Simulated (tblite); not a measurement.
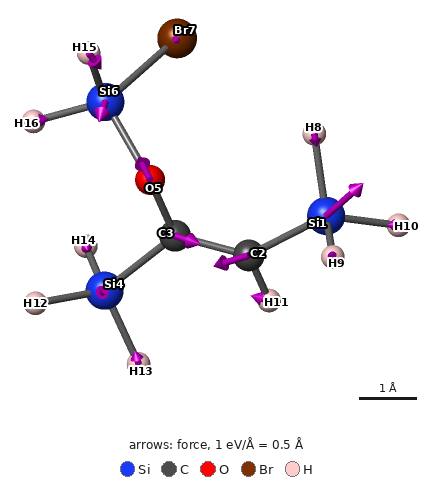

Starting geometry of C$_{2}$H$_{9}$BrOSi$_{3}$ with the computed forces as purple arrows. The picture is a ball-and-stick view, seen at a tilt.

Level of theory: tblite, GFN2-xTB geometry optimisation, gas phase. 

Question: Is this structure relaxed? If not, where do the atoms go?

Answer: It isn't relaxed: the largest force vector, on Si1, is 2.08 eV/Å. The final displacements have little in common with the starting forces (cosine between the two patterns 0.16). H9 moves most after the best rigid fit: 1.02 Å. By element the largest moves are H 1.02 Å, Br 0.59 Å, O 0.31 Å, C 0.18 Å, Si 0.16 Å. Among the contacts that change: O5–Si6 1.666 → 1.601 Å, Si1–C2 1.822 → 1.883 Å, Si6–H15 1.489 → 1.445 Å, C3–O5 1.403 → 1.372 Å. Among the angles between lasting bonds that change: C3–O5–Si6 123.2° → 136.6°, Si1–C2–H11 110.6° → 121.1°, H15–Si6–H16 109.0° → 118.1°. Groups turn about Si1–C2 by about 30°, C3–O5 by about 25°. Over 154 geometry steps the energy falls by 0.365 eV. The run took 2.6 s on 1 thread of Arm Neoverse N1, on a shared host.
